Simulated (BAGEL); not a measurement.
# A workflow on SiNH4ClO (SMILES N[SiH](O)Cl)

Aim: the energy (HF/def2-SVP), then a single-point energy (NEVPT2(2,2)/def2-SVP) of SiNH4ClO. 

The calculation is run with BAGEL 1.2.2.

1 further run of the same task is left out (set aside as unsound or not needed).

## (1) The molecule

SiNH4ClO has 8 atoms, charge 0, and is taken as a singlet. SMILES: `N[SiH](O)Cl`. Geometry: relaxed at PBE0-D4/def2-TZVP. This is one conformer, not always the lowest.

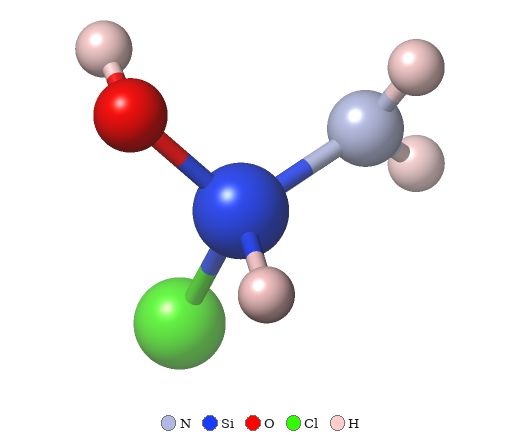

The structure, seen from a chosen angle (nitrogen light blue, silicon blue, oxygen red, chlorine green, hydrogen pink).

## (2) A single-point energy at HF/def2-SVP (density fitting with svp-jkfit) (run 1)

The input, input.json:

```json
{ "bagel" : [

{
  "title" : "molecule",
  "basis" : "svp",
  "df_basis" : "svp-jkfit",
  "geometry" : [
    { "atom" : "N", "xyz" : [ -1.41697712,  1.67359437, -0.54613841 ] },
    { "atom" : "Si", "xyz" : [  0.99097238, -0.42745605, -0.21788542 ] },
    { "atom" : "O", "xyz" : [  1.04180601, -1.62762111,  2.62086116 ] },
    { "atom" : "Cl", "xyz" : [  0.32711159, -3.10217441, -2.96101186 ] },
    { "atom" : "H", "xyz" : [ -2.30023511,  1.88599958, -2.21608939 ] },
    { "atom" : "H", "xyz" : [ -1.52488048,  3.23601993,  0.53478493 ] },
    { "atom" : "H", "xyz" : [  3.58424354,  0.52383208, -0.58316948 ] },
    { "atom" : "H", "xyz" : [ -0.52817845, -2.26993902,  3.26299010 ] }
  ]
},
{ "title" : "hf" },
{ "title" : "print", "file" : "orbitals.molden", "orbitals" : "true" }

]}
```

Command:

```
BAGEL_NUM_THREADS=1 BAGEL input.json > input.out
```

Log:

```text
* using 1 threads per process

  ===============================================================
  ===============================================================

  *** Geometry ***

  { "atom" : "N", "xyz" : [     -1.416977,      1.673594,     -0.546138 ] },
  { "atom" : "Si", "xyz" : [      0.990972,     -0.427456,     -0.217885 ] },
  { "atom" : "O", "xyz" : [      1.041806,     -1.627621,      2.620861 ] },
  { "atom" : "Cl", "xyz" : [      0.327112,     -3.102174,     -2.961012 ] },
  { "atom" : "H", "xyz" : [     -2.300235,      1.886000,     -2.216089 ] },
  { "atom" : "H", "xyz" : [     -1.524880,      3.236020,      0.534785 ] },
  { "atom" : "H", "xyz" : [      3.584244,      0.523832,     -0.583169 ] },
  { "atom" : "H", "xyz" : [     -0.528178,     -2.269939,      3.262990 ] },

  Number of auxiliary basis functions:      482

  Since a DF basis is specified, we compute 2- and 3-index integrals:
    o Being stored without compression. Storage requirement is 0.027 GB

  Number of basis functions:       84
  Number of electrons      :       50

    * METHOD: MOLECULE                             0.24

  *** RHF ***

  === Nuclear Repulsion ===
   228.7577355145

      * DIIS with orbital gradients will be used.

  === RHF iteration (svp) ===
      0       -879.64146699          0.02086764           0.09
      1       -879.79929878          0.01248491           0.09
      2       -879.86901811          0.00121636           0.09
      3       -879.86999399          0.00044228           0.09
      4       -879.87010047          0.00008675           0.09
      5       -879.87010502          0.00002024           0.09
      6       -879.87010541          0.00000759           0.09
      7       -879.87010547          0.00000153           0.09
      8       -879.87010547          0.00000041           0.09
      9       -879.87010547          0.00000015           0.09
     10       -879.87010547          0.00000006           0.09
     11       -879.87010547          0.00000002           0.09
     12       -879.87010547          0.00000001           0.09
    * SCF iteration converged.

    * Permanent dipole moment:
           (    0.706606,    -0.809451,    -0.228283) a.u.

    * METHOD: HF                                   1.36

    * METHOD: PRINT                                0.02

  ===============================================================
```

It took 1.8 s on 1 thread of Arm Neoverse V1, shared host; peak memory 0.15 GiB.

## (3) A single-point energy at NEVPT2(2,2)/def2-SVP (density fitting with svp-jkfit) (run 2)

The input, input.json:

```json
{ "bagel": [

{
  "title": "molecule",
  "basis": "svp",
  "df_basis": "svp-jkfit",
  "angstrom": "false",
  "geometry": [
    { "atom": "N", "xyz": [ -1.41697712,  1.67359437, -0.54613841 ] },
    { "atom": "Si", "xyz": [  0.99097238, -0.42745605, -0.21788542 ] },
    { "atom": "O", "xyz": [  1.04180601, -1.62762111,  2.62086116 ] },
    { "atom": "Cl", "xyz": [  0.32711159, -3.10217441, -2.96101186 ] },
    { "atom": "H", "xyz": [ -2.30023511,  1.88599958, -2.21608939 ] },
    { "atom": "H", "xyz": [ -1.52488048,  3.23601993,  0.53478493 ] },
    { "atom": "H", "xyz": [  3.58424354,  0.52383208, -0.58316948 ] },
    { "atom": "H", "xyz": [ -0.52817845, -2.26993902,  3.26299010 ] }
  ]
},
{
  "title": "hf"
},
{
  "title": "nevpt2",
  "nstate": 1,
  "nact": 2,
  "nclosed": 24,
  "active": [14, 32],
  "maxiter": 200,
  "natocc": "true",
  "ncore": 12
},
{
  "title": "print",
  "file": "orbitals.molden",
  "orbitals": "true"
}

]}
```

Command:

```
BAGEL_NUM_THREADS=1 BAGEL input.json > input.out
```

Log:

```text
* using 1 threads per process

  ===============================================================
  ===============================================================

  *** Geometry ***

  { "atom" : "N", "xyz" : [     -1.416977,      1.673594,     -0.546138 ] },
  { "atom" : "Si", "xyz" : [      0.990972,     -0.427456,     -0.217885 ] },
  { "atom" : "O", "xyz" : [      1.041806,     -1.627621,      2.620861 ] },
  { "atom" : "Cl", "xyz" : [      0.327112,     -3.102174,     -2.961012 ] },
  { "atom" : "H", "xyz" : [     -2.300235,      1.886000,     -2.216089 ] },
  { "atom" : "H", "xyz" : [     -1.524880,      3.236020,      0.534785 ] },
  { "atom" : "H", "xyz" : [      3.584244,      0.523832,     -0.583169 ] },
  { "atom" : "H", "xyz" : [     -0.528178,     -2.269939,      3.262990 ] },

  Number of auxiliary basis functions:      482

  Since a DF basis is specified, we compute 2- and 3-index integrals:
    o Being stored without compression. Storage requirement is 0.027 GB

  Number of basis functions:       84
  Number of electrons      :       50

    * METHOD: MOLECULE                             0.24

  *** RHF ***

  === Nuclear Repulsion ===
   228.7577355145

      * DIIS with orbital gradients will be used.

  === RHF iteration (svp) ===
      0       -879.64146699          0.02086764           0.09
      1       -879.79929878          0.01248491           0.09
      2       -879.86901811          0.00121636           0.09
      3       -879.86999399          0.00044228           0.09
      4       -879.87010047          0.00008675           0.09
      5       -879.87010502          0.00002024           0.09
      6       -879.87010541          0.00000759           0.09
      7       -879.87010547          0.00000153           0.09
      8       -879.87010547          0.00000041           0.09
      9       -879.87010547          0.00000015           0.09
     10       -879.87010547          0.00000006           0.09
     11       -879.87010547          0.00000002           0.09
     12       -879.87010547          0.00000001           0.09
    * SCF iteration converged.

    * Permanent dipole moment:
           (    0.706606,    -0.809451,    -0.228283) a.u.

    * METHOD: HF                                   1.37

    * freezing 12 orbitals
  ---------------------------
      CASSCF calculation
  ---------------------------

    ==== Active orbitals : =====
         Orbital 14
         Orbital 32
    ============================

    * nstate   :      1
    * nclosed  :     24
    * nact     :      2
    * nvirt    :     58
  === CASSCF iteration (svp) ===

    * Using the second-order algorithm

      0  0      -879.87015811     1.57e-05      0.03

      1  0      -879.87028222     3.53e-05      0.37

      2  0      -879.87275937     3.57e-04      0.31

      3  0      -879.88132382     5.50e-04      0.46

      4  0      -879.88301418     2.85e-04      0.62

      5  0      -879.88360206     1.19e-04      0.61

      6  0      -879.88369310     5.05e-05      0.60

      7  0      -879.88369836     2.04e-05      0.56

      8  0      -879.88369853     8.64e-06      0.59

      9  0      -879.88369855     3.43e-06      0.66

     10  0      -879.88369855     1.32e-06      0.65

     11  0      -879.88369855     5.02e-07      0.68

     12  0      -879.88369855     1.90e-07      0.58

     13  0      -879.88369855     7.19e-08      0.56

     14  0      -879.88369855     2.71e-08      0.53

     15  0      -879.88369855     1.03e-08      0.44

     16  0      -879.88369855     3.86e-09      0.41

    * Second-order optimization converged. *

     guess   0:   closed 1.                   open ..

  === FCI iteration ===

      0  0      -879.86996094     8.08e-02      0.00
      1  0      -879.88369690     6.73e-04      0.00
      2  0 *    -879.88369855     5.62e-16      0.00

     * ci vector, state   0, <S^2> = 0.0000
       2.     0.9964095087
       .2    -0.0846645795

  === DF-NEVPT2 calculation ===

    * 3-index integral transformation done
    * assembly done

      NEVPT2 correlation energy:   -0.5666939037      0.18

          (+0)     -0.4897500234
          (+0)'    -0.0311480684
          (+1)     -0.0058788896
          (+1)'    -0.0000000000
          (+2)     -0.0002655906
          (-1)     -0.0337851161
          (-1)'     0.0000000000
          (-2)     -0.0058662156

      NEVPT2 total energy:       -880.4503924586

    * METHOD: NEVPT2                               9.21

    * METHOD: PRINT                                0.02

  ===============================================================
```

Wall time 11 s (1 thread of Arm Neoverse V1, shared host); peak memory 0.15 GiB.

## (4) Summary of results

```
                                 quantity          value
         run 1, HF/def2-SVP: total energy  -879.87011 Eh
        run 1, HF/def2-SVP: dipole moment         2.79 D
          run 1, HF/def2-SVP: HOMO energy      -11.53 eV
          run 1, HF/def2-SVP: LUMO energy        4.51 eV
        run 1, HF/def2-SVP: HOMO–LUMO gap       16.04 eV
run 2, NEVPT2(2,2)/def2-SVP: total energy  -880.45039 Eh
```
